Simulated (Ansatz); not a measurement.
**AlAsH3 (quartet): the correlation ladder, cc-pVDZ**

Aim: climb from Hartree-Fock through coupled cluster for AlAsH3 (quartet) at one geometry and basis, and see what each rung misses.

The runs use Ansatz 0.2.0, Gaussian basis; cc-pVDZ, core rule «outside noble gas», up to 19 orbitals frozen.

Plan: UHF; CCSD(T) on ROHF; CCSD(T) on UHF; BCCD(T) on ROHF; CISD as a restricted active space (open shells left free, so some higher excitations enter); CCSDT(Q) on ROHF; CCSDT(Q) on UHF.

18 further runs of the same task are left out: 7 that didn't finish, 11 set aside as unsound or not needed. Runs told in other sessions of the task aren't counted.

## (1) The system

The geometry is a PBE0/def2-TZVP stationary point (not a proven minimum) of the parent state, kept for this charge and spin. No spin-orbit coupling is included. The filled d shell of As may be among the frozen orbitals whatever the setting's name suggests.

5 atoms, charge 0, spin multiplicity 4.

Atoms are counted from 1 here; the program's logs count them from 0.

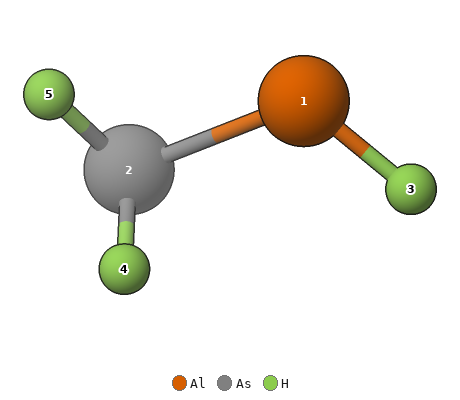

The structure; aluminium orange, arsenic grey, hydrogen green; atoms are numbered from 1 in the order of the file.

Geometry (Å):

```xyz
5

Al    0.03097   -0.13182    1.79018
As   -0.03690    0.03621   -0.65978
H    -0.04610    1.27033    2.57281
H     1.25714    0.84358   -0.58900
H     0.70280   -1.27722   -0.86264
```

In the tables R marks a restricted open-shell determinant and U an unrestricted one; energies count from the table's Hartree-Fock row.

## (2) UHF

Input file in.yaml:

```yaml
crystal:
  periodic: [false, false, false]
  atoms:
    - {symbol: Al, position_ang: [0.030968, -0.131818, 1.790177]}
    - {symbol: As, position_ang: [-0.036900, 0.036215, -0.659781]}
    - {symbol: H, position_ang: [-0.046103, 1.270326, 2.572815]}
    - {symbol: H, position_ang: [1.257138, 0.843580, -0.588998]}
    - {symbol: H, position_ang: [0.702801, -1.277219, -0.862641]}
basis:
  gaussian: {orbitals: cc-pVDZ}
magnetization: {spin_polarized: true, initial_magnetization: 3}
hamiltonian: {xc: hf}
output: {orbitals: {seedname: orbitals}}
```

Launch:

```console
> ansatz run in.yaml --threads 1 --pin off --events-out ev --progress --plain --max-ram 2393MiB
```

Log:

```text
Functional definition: HF
  name "HF"
  cite "Fock, Z. Phys. 61, 126 (1930) doi:10.1007/BF01340294"
  parent pbe
  exchange = exact_x
  correlation = 0
639 factors; integrals over basis functions are off by at most 1.1e-3 eV
mean field evaluation 1: about -67419.8600 eV, gradient 9.2e0 eV
mean field evaluation 2: about -67419.8632 eV, gradient 9.2e0 eV
mean field evaluation 4: about -67421.2042 eV, gradient 1.7e0 eV
mean field evaluation 8: about -67421.3177 eV, gradient 1.2e-1 eV
mean field evaluation 16: about -67418.2123 eV, gradient 6.8e0 eV
mean field evaluation 32: about -67418.5208 eV, gradient 4.6e0 eV
mean field -67421.31835329 eV, -2477.6877496725 hartree, gradient 2.9e-5 eV, S^2 3.768710; 1 other end points of the search recorded, 0 dependent functions left out
reference -67421.31835329 eV, -2477.6877496725 hartree; 26, 23 occupied and 34, 37 virtual orbitals, 639 factors
Total energy: -67421.31835329 eV, -2477.6877496725 hartree
```

Run time: 1.7 s. Hardware: 1 thread of Arm Neoverse V1, shared host.

From the report: ⟨S²⟩ of the determinant 3.769 (pure quartet: 3.75).

## (3) CCSD(T) on ROHF

in.yaml: that of step 2 with these lines changed.

```diff
@@ -10,4 +10,4 @@
   gaussian: {orbitals: cc-pVDZ}
-magnetization: {spin_polarized: true, initial_magnetization: 3}
-hamiltonian: {xc: hf}
-output: {orbitals: {seedname: orbitals}}
+magnetization: {spin_polarized: false, initial_magnetization: 3}
+correlation: {method: ccsd_t, electrons: outside_noble_gas}
+output: {forces: true}
```

Same command.

Log (excerpt; [...] marks lines left out):

```text
Functional definition: HF
  name "HF"
  cite "Fock, Z. Phys. 61, 126 (1930) doi:10.1007/BF01340294"
  parent pbe
[...]
639 factors; integrals over basis functions are off by at most 1.1e-3 eV
[...]
mean field -67421.17631858 eV, -2477.6825299932 hartree, gradient 8.0e-6 eV, S^2 3.750000; 6 other end points of the search recorded, 0 dependent functions left out
determinant -67421.17631858 eV, -2477.6825299932 hartree, with singles and doubles -67426.30601411 eV, -2477.8710428268 hartree
determinant -67418.85912966 eV, -2477.5973748709 hartree, with singles and doubles -67423.94576491 eV, -2477.7843052684 hartree
determinant -67418.36004457 eV, -2477.5790338322 hartree, with singles and doubles -67423.63541370 eV, -2477.7729000719 hartree
19 core orbitals not correlated: weight in the atoms' cores, before any rotation towards them, 1.000 or more for the frozen orbitals, at most 0.000 for the correlated occupied ones
reference -67421.17631858 eV, -2477.6825299932 hartree; 7, 4 occupied and 34, 37 virtual orbitals, 639 factors
second order -3.99508887 eV of doubles, -0.08067279 eV of singles
cycle   1  -5.13017852 eV  change   -4.8e-4 eV  update   3.3e-3
[...]
cycle  12  -5.13383966 eV  change   -1.0e-7 eV  update   7.4e-7
perturbative correction -0.14951376 eV, -0.0054945295 hartree
[...]
Total energy: -67426.45967201 eV, -2477.8766896504 hartree
Atom 0 at     0.030968    -0.131818     1.790177 Å, force    -0.287835    -1.040767     2.364136 eV/Å
Atom 1 at    -0.036900     0.036215    -0.659781 Å, force     0.137252     0.585685    -1.223444 eV/Å
Atom 2 at    -0.046103     1.270326     2.572815 Å, force    -0.031463     0.437911    -0.315440 eV/Å
Atom 3 at     1.257138     0.843580    -0.588998 Å, force     0.111181     0.123009    -0.660808 eV/Å
Atom 4 at     0.702801    -1.277219    -0.862641 Å, force     0.070865    -0.105839    -0.164444 eV/Å
Dipole moment:     0.077420     0.052071    -0.778716 e Å
```

It took 12 s on 1 thread of Arm Neoverse V1, shared host.

From the report: correlation -5.2834 eV; T1 0.040; largest double amplitude 0.04.

## (4) CCSD(T) on UHF

in.yaml: that of step 3 with these lines changed.

```diff
@@ -10,3 +10,3 @@
   gaussian: {orbitals: cc-pVDZ}
-magnetization: {spin_polarized: false, initial_magnetization: 3}
+magnetization: {spin_polarized: true, initial_magnetization: 3}
 correlation: {method: ccsd_t, electrons: outside_noble_gas}
```

The command is unchanged.

Log (excerpt; [...] marks lines left out):

```text
Functional definition: HF
  name "HF"
  cite "Fock, Z. Phys. 61, 126 (1930) doi:10.1007/BF01340294"
  parent pbe
[...]
639 factors; integrals over basis functions are off by at most 1.1e-3 eV
[...]
mean field -67421.31835329 eV, -2477.6877496725 hartree, gradient 1.3e-6 eV, S^2 3.768710; 2 other end points of the search recorded, 0 dependent functions left out
determinant -67421.31835329 eV, -2477.6877496725 hartree, with singles and doubles -67426.31352581 eV, -2477.8713188769 hartree
determinant -67419.35613541 eV, -2477.6156394955 hartree, with singles and doubles -67424.47127263 eV, -2477.8036173209 hartree
19 core orbitals not correlated: weight in the atoms' cores, before any rotation towards them, 1.000 or more for the frozen orbitals, at most 0.000 for the correlated occupied ones
reference -67421.31835329 eV, -2477.6877496725 hartree; 7, 4 occupied and 34, 37 virtual orbitals, 639 factors
second order -3.93225087 eV of doubles, -0.00000000 eV of singles
cycle   1  -4.99540772 eV  change   -2.4e-4 eV  update   2.9e-3
[...]
cycle  13  -4.99832566 eV  change    8.3e-7 eV  update   4.2e-7
perturbative correction -0.14532591 eV, -0.0053406287 hartree
[...]
Total energy: -67426.46200486 eV, -2477.8767753811 hartree
Atom 0 at     0.030968    -0.131818     1.790177 Å, force    -0.288723    -1.042429     2.363016 eV/Å
Atom 1 at    -0.036900     0.036215    -0.659781 Å, force     0.140799     0.584126    -1.222846 eV/Å
Atom 2 at    -0.046103     1.270326     2.572815 Å, force    -0.031348     0.440110    -0.313428 eV/Å
Atom 3 at     1.257138     0.843580    -0.588998 Å, force     0.109730     0.123429    -0.661604 eV/Å
Atom 4 at     0.702801    -1.277219    -0.862641 Å, force     0.069542    -0.105236    -0.165138 eV/Å
Dipole moment:     0.077316     0.052145    -0.778841 e Å
```

Wall time 11 s (1 thread of Arm Neoverse V1, shared host).

From the report: ⟨S²⟩ of the determinant 3.769 (pure quartet: 3.75); correlation -5.1437 eV; T1 0.032; largest double amplitude 0.04.

## (5) BCCD(T) on ROHF

in.yaml: that of step 4 with these lines changed.

```diff
@@ -10,4 +10,3 @@
   gaussian: {orbitals: cc-pVDZ}
-magnetization: {spin_polarized: true, initial_magnetization: 3}
-correlation: {method: ccsd_t, electrons: outside_noble_gas}
-output: {forces: true}
+magnetization: {spin_polarized: false, initial_magnetization: 3}
+correlation: {method: bccd_t, electrons: outside_noble_gas}
```

The command is unchanged.

Log (excerpt; [...] marks lines left out):

```text
Functional definition: HF
  name "HF"
  cite "Fock, Z. Phys. 61, 126 (1930) doi:10.1007/BF01340294"
  parent pbe
[...]
639 factors; integrals over basis functions are off by at most 1.1e-3 eV
[...]
mean field -67421.17631858 eV, -2477.6825299932 hartree, gradient 8.0e-6 eV, S^2 3.750000; 6 other end points of the search recorded, 0 dependent functions left out
determinant -67421.17631858 eV, -2477.6825299932 hartree, with singles and doubles -67426.30601411 eV, -2477.8710428268 hartree
determinant -67418.85912966 eV, -2477.5973748709 hartree, with singles and doubles -67423.94576491 eV, -2477.7843052684 hartree
determinant -67418.36004457 eV, -2477.5790338322 hartree, with singles and doubles -67423.63541370 eV, -2477.7729000719 hartree
19 core orbitals not correlated: weight in the atoms' cores, before any rotation towards them, 1.000 or more for the frozen orbitals, at most 0.000 for the correlated occupied ones
reference -67421.17631858 eV, -2477.6825299932 hartree; 7, 4 occupied and 34, 37 virtual orbitals, 639 factors
second order -3.99508887 eV of doubles, -0.08067279 eV of singles
cycle   1  -5.13614046 eV  change   -6.4e-3 eV  update   1.5e-2
[...]
cycle  12  -5.13090152 eV  change   -4.5e-6 eV  update   9.1e-6
perturbative correction -0.15452606 eV, -0.0056787279 hartree
Total energy: -67426.46174616 eV, -2477.8767658742 hartree
```

It took 9 s on 1 thread of Arm Neoverse V1, shared host.

From the report: correlation -5.2854 eV; largest double amplitude 0.04.

## (6) CISD as a restricted active space (open shells left free, so some higher excitations enter)

in.yaml: that of step 5 with these lines changed.

```diff
@@ -11,2 +11,2 @@
 magnetization: {spin_polarized: false, initial_magnetization: 3}
-correlation: {method: bccd_t, electrons: outside_noble_gas}
+correlation: {active_space: {ras: {orbitals: [4, 3, 34], electrons: 11, max_holes: 2, max_particles: 2}, fixed_orbitals: true}}
```

The command is unchanged.

Log:

```text
Functional definition: HF
  name "HF"
  cite "Fock, Z. Phys. 61, 126 (1930) doi:10.1007/BF01340294"
  parent pbe
  exchange = exact_x
  correlation = 0
639 factors; integrals over basis functions are off by at most 1.1e-3 eV
mean field evaluation 1: about -67419.8441 eV, gradient 1.1e1 eV
mean field evaluation 2: about -67419.8469 eV, gradient 1.1e1 eV
mean field evaluation 4: about -67421.0592 eV, gradient 2.1e0 eV
mean field evaluation 8: about -67421.1748 eV, gradient 1.4e-1 eV
mean field evaluation 16: about -67421.1762 eV, gradient 1.1e-1 eV
mean field -67421.17631858 eV, -2477.6825299932 hartree, gradient 8.0e-6 eV, S^2 3.750000; 4 other end points of the search recorded, 0 dependent functions left out
reference -67421.17631858 eV, -2477.6825299932 hartree; 26, 23 occupied and 34, 37 virtual orbitals, 639 factors
state -67425.91005352 eV, -2477.8564915434 hartree
Total energy: -67425.91005352 eV, -2477.8564915434 hartree
```

Wall time 9 s (1 thread of Arm Neoverse V1, shared host).

From the report: 246,922 determinants.

## (7) CCSDT(Q) on ROHF

in.yaml: that of step 6 with these lines changed.

```diff
@@ -11,2 +11,2 @@
 magnetization: {spin_polarized: false, initial_magnetization: 3}
-correlation: {active_space: {ras: {orbitals: [4, 3, 34], electrons: 11, max_holes: 2, max_particles: 2}, fixed_orbitals: true}}
+correlation: {method: ccsdt_q, electrons: outside_noble_gas}
```

The command is unchanged.

Log (excerpt; [...] marks lines left out):

```text
Functional definition: HF
  name "HF"
  cite "Fock, Z. Phys. 61, 126 (1930) doi:10.1007/BF01340294"
  parent pbe
[...]
1194 factors; integrals over basis functions are off by at most 1.8e-7 eV
[...]
mean field -67421.17643194 eV, -2477.6825341589 hartree, gradient 2.6e-6 eV, S^2 3.750000; 6 other end points of the search recorded, 0 dependent functions left out
[...]
determinant -67421.17643194 eV, -2477.6825341589 hartree, with singles and doubles -67426.30612177 eV, -2477.8710467831 hartree
determinant -67418.85924907 eV, -2477.5973792593 hartree, with singles and doubles -67423.94588553 eV, -2477.7843097011 hartree
determinant -67418.36014693 eV, -2477.5790375938 hartree, with singles and doubles -67423.63551242 eV, -2477.7729037000 hartree
19 core orbitals not correlated: weight in the atoms' cores, before any rotation towards them, 1.000 or more for the frozen orbitals, at most 0.000 for the correlated occupied ones
reference -67421.17643194 eV, -2477.6825341589 hartree; 7, 4 occupied and 34, 37 virtual orbitals, 1194 factors
second order -3.99511780 eV of doubles, -0.08067332 eV of singles
cycle   1  -4.78823945 eV  change   -7.1e-1 eV  update   8.3e-2
[...]
cycle  21  -5.32299808 eV  change    1.2e-6 eV  update   1.1e-6
perturbative correction -0.00635136 eV, -0.0002334080 hartree
Total energy: -67426.50578137 eV, -2477.8783841383 hartree
```

Run time: 86 s. Hardware: 1 thread of Arm Neoverse V1, shared host; peak memory 0.57 GiB.

From the report: correlation -5.3293 eV; T1 0.046; largest double amplitude 0.06.

## (8) CCSDT(Q) on UHF

in.yaml: that of step 7 with these lines changed.

```diff
@@ -10,3 +10,3 @@
   gaussian: {orbitals: cc-pVDZ}
-magnetization: {spin_polarized: false, initial_magnetization: 3}
+magnetization: {spin_polarized: true, initial_magnetization: 3}
 correlation: {method: ccsdt_q, electrons: outside_noble_gas}
```

The command is unchanged.

Log (excerpt; [...] marks lines left out):

```text
Functional definition: HF
  name "HF"
  cite "Fock, Z. Phys. 61, 126 (1930) doi:10.1007/BF01340294"
  parent pbe
[...]
1194 factors; integrals over basis functions are off by at most 1.8e-7 eV
[...]
mean field -67421.31846797 eV, -2477.6877538869 hartree, gradient 2.7e-6 eV, S^2 3.768710; 2 other end points of the search recorded, 0 dependent functions left out
determinant -67421.31846797 eV, -2477.6877538869 hartree, with singles and doubles -67426.31363280 eV, -2477.8713228085 hartree
determinant -67419.35624920 eV, -2477.6156436773 hartree, with singles and doubles -67424.47137063 eV, -2477.8036209225 hartree
19 core orbitals not correlated: weight in the atoms' cores, before any rotation towards them, 1.000 or more for the frozen orbitals, at most 0.000 for the correlated occupied ones
reference -67421.31846797 eV, -2477.6877538869 hartree; 7, 4 occupied and 34, 37 virtual orbitals, 1194 factors
second order -3.93227721 eV of doubles, -0.00000000 eV of singles
cycle   1  -4.64776804 eV  change   -7.2e-1 eV  update   8.3e-2
[...]
cycle  22  -5.18362668 eV  change    4.8e-7 eV  update   6.9e-7
perturbative correction -0.00682388 eV, -0.0002507730 hartree
Total energy: -67426.50891853 eV, -2477.8784994269 hartree
```

Run time: 80 s. Hardware: 1 thread of Arm Neoverse V1, shared host; peak memory 0.49 GiB.

From the report: ⟨S²⟩ of the determinant 3.769 (pure quartet: 3.75); correlation -5.1905 eV; T1 0.037; largest double amplitude 0.06.

## (9) The ladder

The yardstick is UCCSDT(Q), where the cluster series has nearly closed. Rows without a time are mean-field rows or come out of runs for another level: lower rungs of the coupled-cluster runs, or the Hartree-Fock search. The times of RCCSD(T), UCCSD(T) include forces.

Differences are taken before rounding.

| method | energy from the lowest ROHF (kcal/mol) | from UCCSDT(Q) (kcal/mol) | time |
| --- | --- | --- | --- |
| ROHF | 0.00 | +122.97 |  |
| UHF | -3.28 | +119.70 |  |
| RMP2 | -93.99 | +28.98 |  |
| UMP2 | -93.96 | +29.02 |  |
| CISD | -109.16 | +13.81 | 9 s |
| RCCSD | -118.39 | +4.58 |  |
| UCCSD | -118.54 | +4.43 |  |
| RCCSD(T) | -121.84 | +1.14 | 12 s |
| UCCSD(T) | -121.89 | +1.08 | 11 s |
| BCCD(T) | -121.88 | +1.09 | 9 s |
| RCCSDT | -122.75 | +0.22 |  |
| UCCSDT | -122.82 | +0.16 |  |
| RCCSDT(Q) | -122.90 | +0.07 | 86 s |
| UCCSDT(Q) | -122.97 | 0 | 80 s |

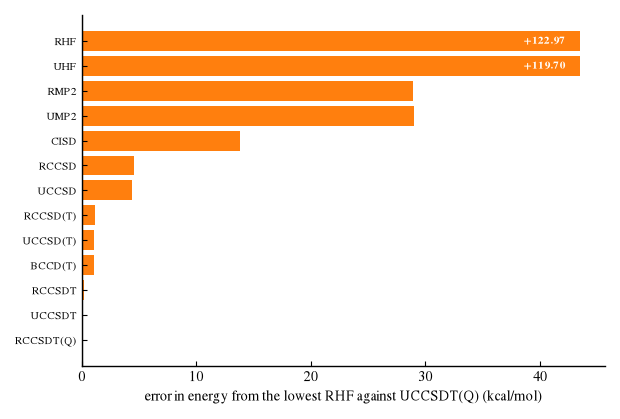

Error of each method against UCCSDT(Q). Bars with a number in them are cut short.

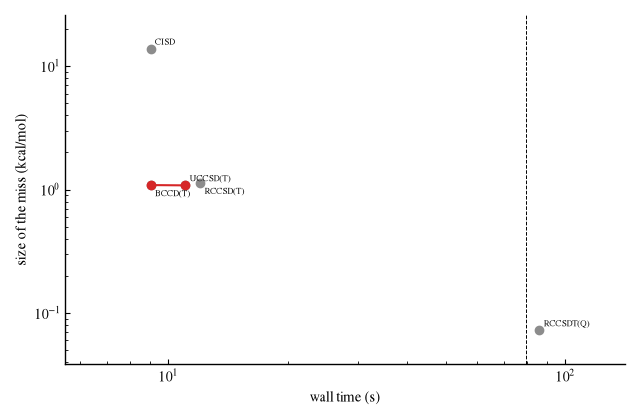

Miss against cost. Red marks the levels that no quicker level drawn beats (of those quicker than the yardstick), and the dashed line is the time of UCCSDT(Q). Times are from a shared host.

## (10) Outcome

| quantity | value |
| --- | --- |
| UCCSDT(Q) from the ROHF energy | -5.3326 eV |
| RMP2 from UCCSDT(Q) | +28.98 kcal/mol |
| UMP2 from UCCSDT(Q) | +29.02 kcal/mol |
| RCCSD from UCCSDT(Q) | +4.58 kcal/mol |
| RCCSD(T) from UCCSDT(Q) | +1.14 kcal/mol |
| UCCSD(T) from UCCSDT(Q) | +1.08 kcal/mol |
| RCCSDT(Q) from UCCSDT(Q) | +0.07 kcal/mol |
| levels within 1 kcal/mol (43 meV) | RCCSDT, UCCSDT, RCCSDT(Q) |
| T1 diagnostic | 0.040 |

In words: RCCSD(T) misses by +1.14 kcal/mol, 0.9 % of the correlation energy. These misses are within one basis, not against nature; the frozen cores of restricted and unrestricted runs differ, which can shift their rows.

With open shells the CI space here admits some higher excitations, so it is larger than plain CISD.

For cost: UCCSD(T) gets within 1.08 kcal/mol in 11 s, where UCCSDT(Q) took 80 s; the quickest level in the cost chart, BCCD(T), takes 9 s and misses by 1.09 kcal/mol.
